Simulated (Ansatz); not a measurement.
# AlH2Cl3: frequency calculation

The run: frequency calculation of AlH2Cl3. Method and program: RKS B3LYP-D4/6-31G* (Ansatz 0.2.0).

It belongs to a series of runs on one base structure; here: vibrations at the highest image of the band.

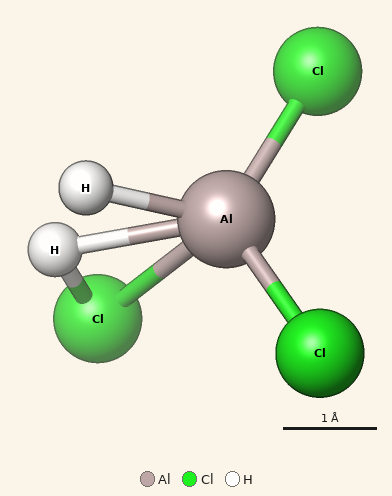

Fig. 1: The structure (ball-and-stick view, seen at a tilt). Sticks mark near contacts. Bond lengths as drawn: Al–Cl 2.09 to 2.41 Å, Al–H 1.65 to 1.95 Å and Cl–H 1.45 Å.

Input
```yaml
crystal:
  periodic: [false, false, false]
  atoms:
    - { symbol: Al, position_ang: [0.017496, -0.435355, -0.111424] }
    - { symbol: Cl, position_ang: [0.030116, 0.061011, 2.246663] }
    - { symbol: Cl, position_ang: [1.835654, 0.187413, -0.945278] }
    - { symbol: Cl, position_ang: [-1.830674, 0.122398, -0.925057] }
    - { symbol: H, position_ang: [0.046031, -1.936649, 0.576917] }
    - { symbol: H, position_ang: [0.045277, -1.264418, 1.653181] }
basis:
  gaussian: { orbitals: "6-31G*" }
hamiltonian:
  xc: b3lyp
  dispersion: d4
phonons: {}
```

Run on 1 thread of Intel Xeon @ 2.60GHz (Ice Lake), 24 GiB of memory available, shared host.

Launch command:
```bash
ansatz run input.yaml --threads 1 --pin off --max-ram 2048MiB --backend cpu --events-out ev --progress --plain --runs-dir out
```

Log
```
Engine: ansatz 0.2.0, x86_64-unknown-linux-gnu
Functional definition: B3LYP
  parameter a0 = 0.2
  parameter ax = 0.72
  parameter ac = 0.81
  exchange = (1 - a0 - ax)*slater_x + ax*b88_x + a0*exact_x
  correlation = (1 - ac)*vwn_rpa_c + ac*lyp_c
804 factors; integrals over basis functions are off by at most 5.5e-4 eV
mean field evaluation 1: about -44199.7598 eV, gradient 1.9e1 eV
mean field evaluation 2: about -44199.6214 eV, gradient 2.1e1 eV
mean field evaluation 4: about -44200.7948 eV, gradient 5.7e-1 eV
mean field evaluation 8: about -44200.8082 eV, gradient 1.4e-2 eV
mean field -44200.80816329 eV, -1624.3497396171 hartree, gradient 3.8e-5 eV, S^2 0.000000; 0 other end points of the search recorded, 0 dependent functions left out
the calculation of the forces begins
reference -44200.80841980 eV, -1624.3497490435 hartree; 33, 33 occupied and 47, 47 virtual orbitals, 804 factors
these checks for a lower state are left out or cut short: stability, starts, cluster_reference, orbital_swaps, neighbouring_geometries, increment
804 factors; integrals over basis functions are off by at most 5.5e-4 eV
mean field evaluation 16: about -44200.8081 eV, gradient 3.0e-5 eV
mean field -44200.80808755 eV, -1624.3497368337 hartree, gradient 1.9e-6 eV, S^2 0.000000; 0 other end points of the search recorded, 0 dependent functions left out
[... from here on the field's lines of each further geometry are left out, up to the last ...]
the calculation of the forces begins
reference -44200.80843487 eV, -1624.3497495974 hartree; 33, 33 occupied and 47, 47 virtual orbitals, 804 factors
these checks for a lower state are left out or cut short: stability, starts, cluster_reference, orbital_swaps, neighbouring_geometries, increment
804 factors; integrals over basis functions are off by at most 5.5e-4 eV
mean field evaluation 224: about -44200.7957 eV, gradient 9.8e-2 eV
mean field -44200.80814703 eV, -1624.3497390194 hartree, gradient 1.2e-6 eV, S^2 0.000000; 0 other end points of the search recorded, 0 dependent functions left out
the calculation of the forces begins
reference -44200.80840353 eV, -1624.3497484457 hartree; 33, 33 occupied and 47, 47 virtual orbitals, 804 factors
WARN: phonons: modes at or below zero, which the zero-point energy, F, S and C_V leave out: 1, the lowest at -890.07 cm⁻¹. A minimum has none, and a first-order saddle one
Total energy: -44201.09853222 eV, -1624.3604104784 hartree
Atom 0 at     0.017496    -0.435355    -0.111424 Å, force     0.001894     0.008101    -0.010260 eV/Å
Atom 1 at     0.030116     0.061011     2.246663 Å, force    -0.004802     0.010798     0.010148 eV/Å
Atom 2 at     1.835654     0.187413    -0.945278 Å, force     0.000683    -0.000683    -0.003440 eV/Å
Atom 3 at    -1.830674     0.122398    -0.925057 Å, force    -0.000259     0.002131     0.001921 eV/Å
Atom 4 at     0.046031    -1.936649     0.576917 Å, force     0.002164    -0.010350     0.004583 eV/Å
Atom 5 at     0.045277    -1.264418     1.653181 Å, force     0.000321    -0.009997    -0.002952 eV/Å
Dipole moment:     0.006193    -0.271692     0.335070 e Å
Vibrations: -890.07 103.95 130.88 187.23 379.39 435.56 461.65 608.90 968.78 1036.12 1461.48 1825.68 cm⁻¹, zero-point energy 0.471116 eV
```

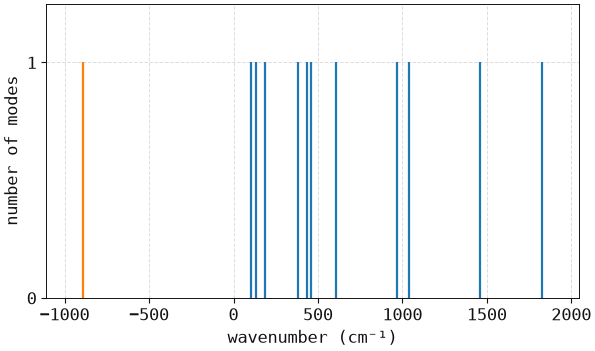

Fig. 2: Harmonic vibrational wavenumbers from the force constants; neighbouring modes closer than 12 cm⁻¹ are counted in one stick, and imaginary ones are drawn at negative wavenumbers. 12 modes from 890i to 1826 cm⁻¹, 1 imaginary beyond 8i (890i cm⁻¹): a first-order saddle point, if the geometry is stationary.

Summary

| quantity | value |
| --- | --- |
| outcome | converged |
| total energy | −44201.0985 eV |
| mean-field energy | −44200.8084 eV |
| largest force (length of the vector) | 0.016 eV/Å |
| wall time | 79 s |
| peak memory | 0.19 GiB |
